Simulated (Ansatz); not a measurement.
## Lattice dynamics of BeGa2 (built on the sites of a database entry of SrGa2)

Task: relax BeGa2 (built on the sites of a database entry of SrGa2), then find its harmonic phonons.

Method: DFT LDA, scalar-relativistic, plane waves, norm-conserving pseudopotentials, in Ansatz 0.2.0.

The structure was built from a prototype and need not be the compound's stable phase.

**1. Set-up**

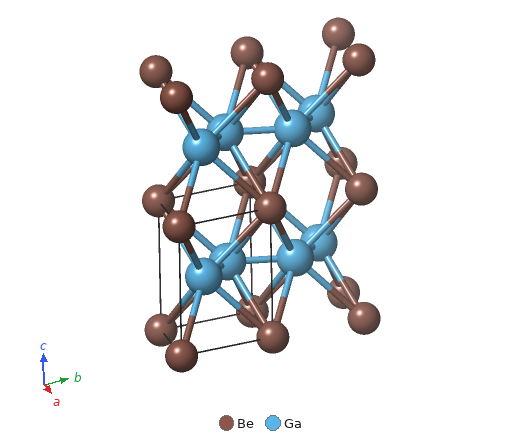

The starting structure, seen slightly off an axis (beryllium brown, gallium blue). 1×2×2 cells are drawn. Some periodic images of atoms are drawn too.

Structure file:

```cif
data_structure
_symmetry_space_group_name_H-M 'P6/mmm'
_symmetry_Int_Tables_number 191
_cell_length_a 3.3937
_cell_length_b 3.3937
_cell_length_c 3.7819
_cell_angle_alpha 90.000
_cell_angle_beta 90.000
_cell_angle_gamma 120.000
_cell_volume 37.72
loop_
_atom_site_label
_atom_site_type_symbol
_atom_site_symmetry_multiplicity
_atom_site_Wyckoff_symbol
_atom_site_fract_x
_atom_site_fract_y
_atom_site_fract_z
_atom_site_occupancy
Be1 Be 1 a 0.00000 0.00000 0.00000 1
Ga1 Ga 2 d 0.33333 0.66667 0.50000 1
```

**2. Coarse relaxation**

A rough relaxation comes first, because large forces or stress need no tight tolerances yet.

input.yaml

```yaml
crystal:
  lattice:
    - [3.39375, 0.0, 0.0]
    - [-1.69687, 2.93907, 0.0]
    - [0.0, 0.0, 3.78189]
  atoms:
    - { symbol: Be, position: [0.0, 0.0, 0.0] }
    - { symbol: Ga, position: [0.33333333, 0.66666667, 0.5] }
    - { symbol: Ga, position: [0.66666667, 0.33333333, 0.5] }
kpoints:
  mp_grid: { grid: [6, 6, 6] }
hamiltonian:
  xc: lda
  pseudopotentials: { kind: nc }
scf:
  occupations: { method: gaussian, width: 0.1 }
output:
  forces: true
  stress: true
  eigenvalues: true
relax:
  adjacent_minimum: "off"
  f_tol: 0.05
  max_steps: 80
  cell: { stress_tol: 0.5 }
```

The run is started by

```bash
ansatz run input.yaml --threads 8 --pin off --max-ram 14336MiB --backend cpu --events-out ev --progress --plain --runs-dir out
```

Numbers of over 12 decimals in the logs are rounded to 6 here.

The program printed:

```text
The last accepted step is kept in <dir> (removed where the run ends without a failure and the disk answers)
Engine: ansatz 0.2.0, aarch64-unknown-linux-gnu
Pseudopotentials: kind: nc
Pseudopotential: Be, nc, valence charge 4, recommended cutoff 1197.300995 eV (normal), Be.nc.azcp (PseudoDojo's, or run here from an input of PseudoDojo's: the run reads no file of this project's for it)
[...]
F+E_penalty+E_count = -4530.97418929 eV   max|allowed force component| = 1.264e-16 eV/Å   (the final SCF, on the basis selected at the relaxed cell)
  cell:  # Å, volume = 43.0586 Å³
    - [4.287059, -3.646609864628694e-6, 0.0]
    - [-2.143527, 3.712704, 0.0]
    - [0.0, 0.0, 2.705269]
  atoms:
    - { symbol: Be, position: [0, 0, 0.0] }
    - { symbol: Ga, position: [0.333333, 0.666667, 0.500000] }
    - { symbol: Ga, position: [0.666667, 0.333333, 0.500000] }
[key lines of the parts left out:]
SCF converged after 4 iterations
Free energy (F): -4530.974189 eV
Fermi energy:    11.320351 eV
P = ⅓ Tr σ = 0.0823 GPa (0.823 kbar)
```

Wall time 9.1 s (8 threads of Arm Neoverse V2, shared host); peak memory 0.49 GiB; 64 s of CPU time.

The steps of the relaxation:

| step | energy less that of the first step (eV) | largest force component (eV/Å) | pressure (GPa) | volume (Å³) |
| --- | --- | --- | --- | --- |
| 1 | 0.0000 | 0.0000 | 62.05 | 37.72 |
| 2 | -1.8219 | 0.0000 | 33.59 | 41.01 |
| 3 | -2.8623 | 0.0000 | 15.44 | 43.69 |
| 4 | -3.3081 | 0.0000 | 2.04 | 45.78 |
| 5 | -3.3758 | 0.0000 | 1.23 | 45.42 |
| 6 | -3.5002 | 0.0000 | 0.79 | 43.63 |
| 7 | -3.5092 | 0.0000 | -0.09 | 43.22 |
| 8 | -3.5218 | 0.0000 | 0.21 | 42.38 |
| 9 | -3.5576 | 0.0000 | 0.62 | 41.52 |
| 10 | -3.6478 | 0.0000 | 1.02 | 39.66 |
| 11 | -3.6055 | 0.0000 | 0.91 | 37.94 |
| 12 | -3.6562 | 0.0000 | -1.09 | 39.17 |
| 13 | -3.6575 | 0.0000 | -0.09 | 39.23 |
| 14 | -3.6577 | 0.0000 | -0.08 | 39.16 |
| 15* | -3.8990 | 0.0000 | 11.35 | 39.16 |
| 16 | -4.0241 | 0.0000 | 6.98 | 40.35 |
| 17 | -4.1148 | 0.0000 | 1.04 | 42.62 |
| 18 | -4.1171 | 0.0000 | 0.22 | 42.88 |
| 19 | -4.1206 | 0.0000 | 0.01 | 43.06 |
| 20* | -4.1222 | 0.0000 | 0.08 | 43.06 |

Relaxation steps marked * repeat the geometry before them on a plane-wave basis chosen anew for their cell, so energy and pressure can jump there. Relaxation step 11 was tried and not accepted.

The run keeps the 24 symmetry operations that it works with, so distortions that break them were not tested.

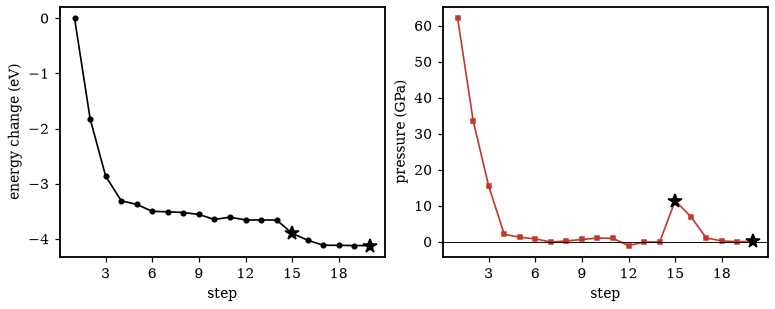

Energy and pressure along the relaxation. Stars mark steps on a basis chosen anew.

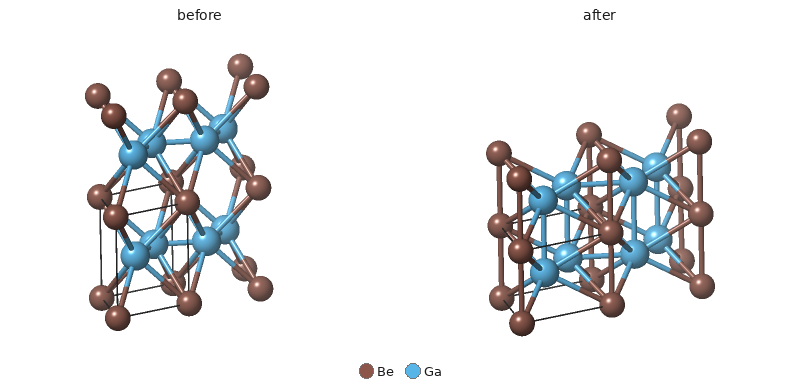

Before and after, at one scale.

| cell as run | before | after | change |
| --- | --- | --- | --- |
| a (Å) | 3.394 | 4.287 | +26.3 % |
| b (Å) | 3.394 | 4.287 | +26.3 % |
| c (Å) | 3.782 | 2.705 | -28.5 % |
| volume (Å³/atom) | 12.57 | 14.35 | +14.1 % |

Final coordinates:

```cif
data_structure
_symmetry_space_group_name_H-M 'P 1'
_symmetry_Int_Tables_number 1
_cell_length_a 4.2871
_cell_length_b 4.2871
_cell_length_c 2.7053
_cell_angle_alpha 90.000
_cell_angle_beta 90.000
_cell_angle_gamma 120.000
_cell_volume 43.06
loop_
_atom_site_label
_atom_site_type_symbol
_atom_site_fract_x
_atom_site_fract_y
_atom_site_fract_z
_atom_site_occupancy
Be1 Be 0.00000 0.00000 0.00000 1
Ga2 Ga 0.33333 0.66667 0.50000 1
Ga3 Ga 0.66667 0.33333 0.50000 1
```

This step gave:

* pressure: 0.08232 GPa
* volume per atom: 14.35 Å³
* gap on the k-mesh: 0 eV

In this step the volume went from 12.57 to 14.35 Å³/atom.

**3. Relaxation**

Harmonic phonons are second derivatives at a point where the forces vanish, and they are wanted at zero stress, so atoms and cell are relaxed first.

input.yaml

```yaml
crystal:
  lattice:
    - [4.2870593706, -3.6466e-06, 0.0]
    - [-2.1435265273, 3.7127041458, 0.0]
    - [0.0, 0.0, 2.7052686695]
  atoms:
    - { symbol: Be, position: [0.0, 0.0, 0.0] }
    - { symbol: Ga, position: [0.3333333333, 0.6666666667, 0.5] }
    - { symbol: Ga, position: [0.6666666667, 0.3333333333, 0.5] }
kpoints:
  mp_grid: { grid: [12, 12, 16] }
hamiltonian:
  xc: lda
  pseudopotentials: { kind: nc }
scf:
  occupations: { method: gaussian, width: 0.1 }
output:
  forces: true
  stress: true
  eigenvalues: true
  write_density: true
  write_potential: true
  elf: true
  volumetric_format: npy
relax:
  adjacent_minimum: "off"
  f_tol: 0.005
  max_steps: 80
  cell: { stress_tol: 0.05 }
```

The program printed:

```text
[...]
Crystal: 3 atoms, lattice volume = 43.059 Å³
Basis set: ecut = 1197.300995 eV, 4023 PW (Γ)
Bands: 19, of which v1, the nominal top of the filled ones, is band 15 counted from 1 (14 counted from 0)
Symmetry: 24 space group operations
[...]
k-points: 171 of 2304
[...]
SCF iter   1: F=—  HF=-4531.137328 eV  |F-HF|=—  |Δ(HF+E_count)|=         —  Δρ=3.32e-2  dr2=3.87e-1  ethr=3.10e-3  ⟨swp⟩=5.9  Hψ=16573  notcnv=0
[...]
SCF iter   7: F=-4530.978108 eV  HF=-4530.978108 eV  |F-HF|=4.12e-10  |Δ(HF+E_count)|=   1.27e-7  Δρ=4.16e-6  dr2=1.42e-9  ethr=3.33e-10  ⟨swp⟩=9.6  Hψ=23145  notcnv=0
SCF 1 converged in 7 iterations: F = -4530.978108 eV  dr2 = 1.42e-9
relax step   1: F+E_penalty+E_count = -4530.97810753 eV  Δ(F+E_penalty+E_count) = +0.000e0 eV  max|allowed force component| = 2.313e-17 eV/Å  Δτ_max = 0.0000 Å  P = +0.001 GPa  Ω = 43.059 Å³  (7 SCF iters, dr2 threshold 1.00e-7 eV, accepted)
Crystal: 3 atoms, lattice volume = 42.538 Å³
[...]
SCF iter   5: F=-4531.031965 eV  HF=-4531.031965 eV  |F-HF|=1.57e-8  |Δ(HF+E_count)|=   6.36e-8  Δρ=1.49e-5  dr2=2.67e-8  ethr=1.00e-9  ⟨swp⟩=9.7  Hψ=24860  notcnv=0
SCF 2 converged in 5 iterations: F = -4531.031965 eV  dr2 = 2.67e-8
relax step   2: F+E_penalty+E_count = -4531.03196503 eV  Δ(F+E_penalty+E_count) = -5.386e-2 eV  max|allowed force component| = 2.930e-16 eV/Å  Δτ_max = 0.0000 Å  P = +0.784 GPa  Ω = 42.538 Å³  energy of the carried Pulay correction = +5.356e-5 eV  (5 SCF iters, dr2 threshold 3.00e-7 eV, accepted)
Crystal: 3 atoms, lattice volume = 43.298 Å³
Basis set: ecut = 1197.300995 eV, 4083 PW (Γ)
[...]
SCF iter   6: F=-4531.038882 eV  HF=-4531.038882 eV  |F-HF|=1.80e-8  |Δ(HF+E_count)|=   1.04e-7  Δρ=1.21e-5  dr2=2.42e-8  ethr=1.00e-9  ⟨swp⟩=9.3  Hψ=24277  notcnv=0
SCF 3 converged in 6 iterations: F = -4531.038882 eV  dr2 = 2.42e-8
relax step   3: F+E_penalty+E_count = -4531.03888201 eV  Δ(F+E_penalty+E_count) = -6.917e-3 eV  max|allowed force component| = 2.251e-16 eV/Å  Δτ_max = 0.0000 Å  P = +0.200 GPa  Ω = 43.298 Å³  energy of the carried Pulay correction = -4.088e-5 eV  (6 SCF iters, dr2 threshold 3.00e-7 eV, accepted)
[...]
relax step   4: F+E_penalty+E_count = -4531.05422124 eV  Δ(F+E_penalty+E_count) = -1.534e-2 eV  max|allowed force component| = 4.934e-17 eV/Å  Δτ_max = 0.0000 Å  P = -0.978 GPa  Ω = 43.564 Å³  energy of the carried Pulay correction = -6.605e-5 eV  (5 SCF iters, dr2 threshold 3.00e-7 eV, accepted)
[...]
relax step   5: F+E_penalty+E_count = -4531.05495784 eV  Δ(F+E_penalty+E_count) = -7.366e-4 eV  max|allowed force component| = 1.850e-17 eV/Å  Δτ_max = 0.0000 Å  P = +0.760 GPa  Ω = 42.599 Å³  energy of the carried Pulay correction = +4.255e-5 eV  (4 SCF iters, dr2 threshold 3.00e-7 eV, accepted)
[...]
relax step   6: F+E_penalty+E_count = -4531.05621333 eV  Δ(F+E_penalty+E_count) = -1.255e-3 eV  max|allowed force component| = 1.449e-16 eV/Å  Δτ_max = 0.0000 Å  P = +0.062 GPa  Ω = 42.977 Å³  energy of the carried Pulay correction = -4.681e-7 eV  (4 SCF iters, dr2 threshold 3.00e-7 eV, accepted)
[...]
relax step   7: F+E_penalty+E_count = -4531.05621774 eV  Δ(F+E_penalty+E_count) = -4.404e-6 eV  max|allowed force component| = 1.820e-16 eV/Å  Δτ_max = 0.0000 Å  P = +0.003 GPa  Ω = 43.006 Å³  energy of the carried Pulay correction = -3.652e-6 eV  (3 SCF iters, dr2 threshold 2.54e-8 eV, accepted)
[...]
SCF iter   4: F=-4531.056385 eV  HF=-4531.056385 eV  |F-HF|=2.18e-11  |Δ(HF+E_count)|=  4.27e-11  Δρ=3.05e-7  dr2=2.78e-11  ethr=1.00e-12  ⟨swp⟩=6.5  Hψ=17308  notcnv=0
SCF 8 converged in 4 iterations: F = -4531.056385 eV  dr2 = 2.78e-11
relax step   8: F+E_penalty+E_count = -4531.05638516 eV  Δ(F+E_penalty+E_count) = -1.674e-4 eV  max|allowed force component| = 1.457e-16 eV/Å  Δτ_max = 0.0000 Å  P = +0.011 GPa  Ω = 43.006 Å³  stress off target by 1.49e-2 GPa  SCF on the basis re-selected at this cell (its energy is not comparable with the rows above)  (4 SCF iters)
[...]
SCF converged after 4 iterations
Free energy (F): -4531.056385 eV
[...]
Internal energy: -4531.052439 eV  (E = F + TS)
E sigma→0 (E₀):  -4531.054412 eV
Entropy (-TS):   -0.003946 eV (-1.315 meV/atom)
Fermi energy:    11.373597 eV
[...]
--- Stress (GPa, compression-positive) ---
        0.014876      -0.000000      -0.000000
       -0.000000       0.014876      -0.000000
       -0.000000      -0.000000       0.002720
  P = ⅓ Tr σ = 0.0108 GPa (0.108 kbar)
--- Band table (eV; the first three rows and the last of 171) ---
  k-point 0: bands = [... 11 lower, -0.6977, 8.8303, 9.4315, 9.4315, 10.0427, 10.0427, 11.4393, 19.6141]
  k-point 1: bands = [... 11 lower, -0.6103, 8.9042, 9.5291, 9.5291, 10.1300, 10.1300, 11.4821, 18.6174]
  k-point 2: bands = [... 11 lower, -0.3462, 9.1277, 9.8184, 9.8184, 10.3913, 10.3913, 11.6068, 16.6629]
  k-point 170: bands = [... 11 lower, 7.7226, 7.7226, 8.1164, 8.4204, 8.4204, 11.6306, 16.3250, 17.2667]
--- Relaxed structure (7 steps of the walk, 7 accepted, 1 SCFs on fresh bases) ---
[...]
cell:  # Å, volume = 43.0062 Å³
    - [4.405212, -3.7470724344829242e-6, 0]
    - [-2.202603, 3.815027, -1.821573245360339e-18]
    - [0, -1.3272926784334969e-18, 2.558980]
  atoms:
    - { symbol: Be, position: [0, 0, 0] }
    - { symbol: Ga, position: [0.333333, 0.666667, 0.500000] }
    - { symbol: Ga, position: [0.666667, 0.333333, 0.500000] }
```

It took 23 s on 8 threads; peak memory 0.82 GiB; 2.9 min of CPU time.

Step by step:

| step | energy less that of the first step (eV) | largest force component (eV/Å) | pressure (GPa) | volume (Å³) |
| --- | --- | --- | --- | --- |
| 1 | 0.0000 | 0.0000 | 0.00 | 43.06 |
| 2 | -0.0539 | 0.0000 | 0.78 | 42.54 |
| 3 | -0.0608 | 0.0000 | 0.20 | 43.30 |
| 4 | -0.0761 | 0.0000 | -0.98 | 43.56 |
| 5 | -0.0768 | 0.0000 | 0.76 | 42.60 |
| 6 | -0.0781 | 0.0000 | 0.06 | 42.98 |
| 7 | -0.0781 | 0.0000 | 0.00 | 43.01 |
| 8* | -0.0783 | 0.0000 | 0.01 | 43.01 |

Relaxation steps marked * repeat the geometry before them on a plane-wave basis chosen anew for their cell, so energy and pressure can jump there.

The run keeps the 24 symmetry operations that it works with, so distortions that break them were not tested.

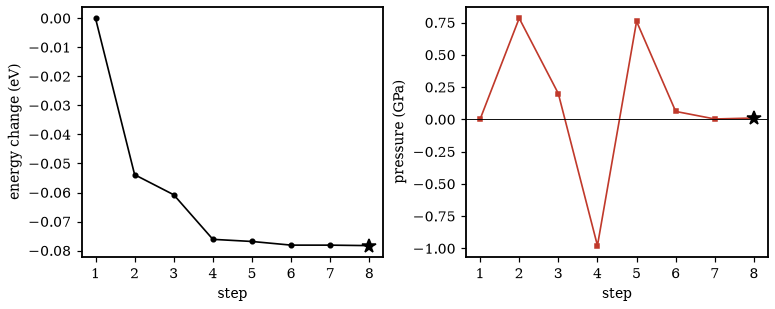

Energy and pressure along the relaxation. Stars mark steps on a basis chosen anew.

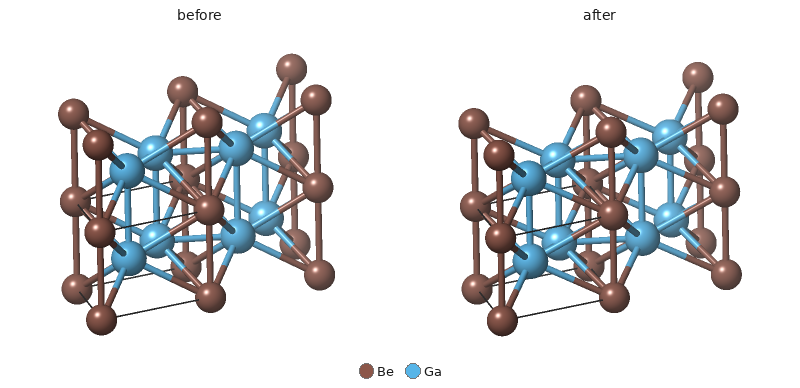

Before and after, at one scale.

| conventional cell, symmetrised | before | after | change |
| --- | --- | --- | --- |
| a (Å) | 4.287 | 4.405 | +2.8 % |
| b (Å) | 4.287 | 4.405 | +2.8 % |
| c (Å) | 2.705 | 2.559 | -5.4 % |
| volume (Å³/atom) | 14.35 | 14.34 | -0.1 % |

The relaxed structure:

```xyz
3
Lattice="4.4052 0.0000 0.0000 -2.2026 3.8150 0.0000 0.0000 0.0000 2.5590" Properties=species:S:1:pos:R:3 pbc="T T T"
Be    0.0000    0.0000    0.0000
Ga    0.0000    2.5434    1.2795
Ga    2.2026    1.2717    1.2795
```

This step gave:

* pressure: 0.01082 GPa
* volume per atom: 14.34 Å³

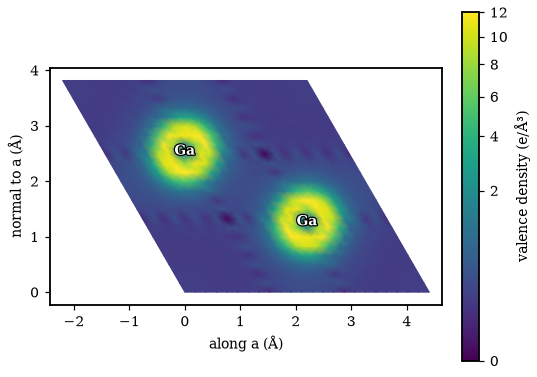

Valence density in the ab plane at fractional z = 0.500, with atoms of Ga within 0.2 Å of it. It is the smooth field of the valence electrons, not physical close to the nuclei. The colour scale is stretched toward low values.

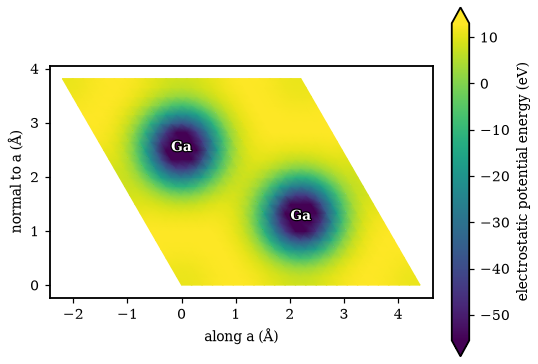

Electrostatic potential energy in the ab plane at fractional z = 0.500, with atoms of Ga within 0.2 Å of it. With pseudopotentials it is smooth inside the atoms' cores, unlike the true potential.

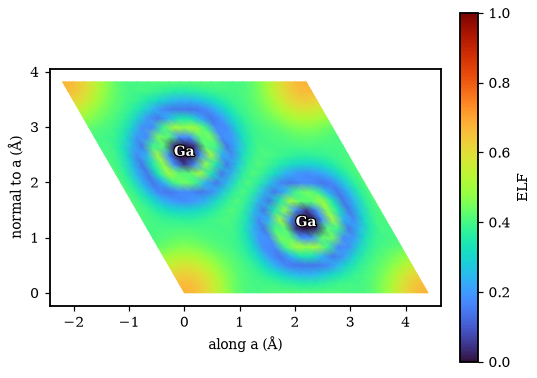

ELF in the ab plane at fractional z = 0.500, with atoms of Ga within 0.2 Å of it. It is the smooth field of the valence electrons, not physical close to the nuclei.

In this step the volume went from 14.35 to 14.34 Å³/atom.

**4. Relaxing to small forces for the phonons**

Phonons need a cell at rest on their own settings, so the relaxation is repeated with tight tolerances on forces and stress on the k mesh and occupations of the first response run.

input.yaml

```yaml
crystal:
  lattice:
    - [4.4052116158, -3.7471e-06, 0.0]
    - [-2.2026025628, 3.8150270418, 0.0]
    - [0.0, 0.0, 2.5589797663]
  atoms:
    - { symbol: Be, position: [0.0, 0.0, 0.0] }
    - { symbol: Ga, position: [0.3333333333, 0.6666666667, 0.5] }
    - { symbol: Ga, position: [0.6666666667, 0.3333333333, 0.5] }
kpoints:
  mp_grid: { grid: [12, 12, 16] }
hamiltonian:
  xc: lda
  pseudopotentials: { kind: nc }
scf:
  occupations: { method: methfessel_paxton, width: 0.2 }
output:
  forces: true
  stress: true
  eigenvalues: true
relax:
  adjacent_minimum: "off"
  f_tol: 0.001
  max_steps: 60
  cell: { stress_tol: 0.01 }
```

The program printed:

```text
[...]
Crystal: 3 atoms, lattice volume = 43.006 Å³
Basis set: ecut = 1197.300995 eV, 4011 PW (Γ)
Bands: 19, of which v1, the nominal top of the filled ones, is band 15 counted from 1 (14 counted from 0)
Symmetry: 24 space group operations
[...]
k-points: 171 of 2304
[...]
--- Relaxed structure (3 steps of the walk, 3 accepted, 1 SCFs on fresh bases) ---
[...]
cell:  # Å, volume = 43.0202 Å³
    - [4.408580, -3.7499748756713178e-6, 0]
    - [-2.204287, 3.817944, 0]
    - [0, 0, 2.555901]
  atoms:
    - { symbol: Be, position: [0, 0, 0] }
    - { symbol: Ga, position: [0.333333, 0.666667, 0.500000] }
    - { symbol: Ga, position: [0.666667, 0.333333, 0.500000] }
[key lines of the parts left out:]
SCF converged after 4 iterations
Free energy (F): -4531.054197 eV
Fermi energy:    11.370573 eV
P = ⅓ Tr σ = -0.0002 GPa (-0.002 kbar)
```

Elapsed: 11 s, on 8 threads; peak memory 0.81 GiB; 84 s of CPU time.

The steps of the relaxation:

| step | energy less that of the first step (eV) | largest force component (eV/Å) | pressure (GPa) | volume (Å³) |
| --- | --- | --- | --- | --- |
| 1 | 0.0000 | 0.0000 | 0.01 | 43.01 |
| 2 | 0.0000 | 0.0000 | 0.00 | 43.01 |
| 3 | 0.0000 | 0.0000 | 0.00 | 43.02 |
| 4* | 0.0000 | 0.0000 | 0.00 | 43.02 |

Relaxation steps marked * repeat the geometry before them on a plane-wave basis chosen anew for their cell, so energy and pressure can jump there.

The run keeps the 24 symmetry operations that it works with, so distortions that break them were not tested.

| conventional cell, symmetrised | before | after | change |
| --- | --- | --- | --- |
| a (Å) | 4.405 | 4.409 | +0.1 % |
| b (Å) | 4.405 | 4.409 | +0.1 % |
| c (Å) | 2.559 | 2.556 | -0.1 % |
| volume (Å³/atom) | 14.34 | 14.34 | +0.0 % |

The relaxed structure:

```xyz
3
Lattice="4.4086 0.0000 0.0000 -2.2043 3.8179 0.0000 0.0000 0.0000 2.5559" Properties=species:S:1:pos:R:3 pbc="T T T"
Be    0.0000    0.0000    0.0000
Ga    0.0000    2.5453    1.2780
Ga    2.2043    1.2726    1.2780
```

Numbers from this step:

- pressure: -1.73e-4 GPa

The forces vanish by symmetry and the pressure is 0.000 GPa, within the tolerances set. The cell now holds 14.34 Å³/atom.

[end of part 1 of 2]

[Logs are printed without paths, hosts, clocks, repeated set-up lines and the standing remarks that a program may print on its own settings, such as how far it seeks lower states.]

[Hosts, paths, dates, database ids (printed as entryN), source tags and the programs' standing remarks are cut or masked in the printed files.]
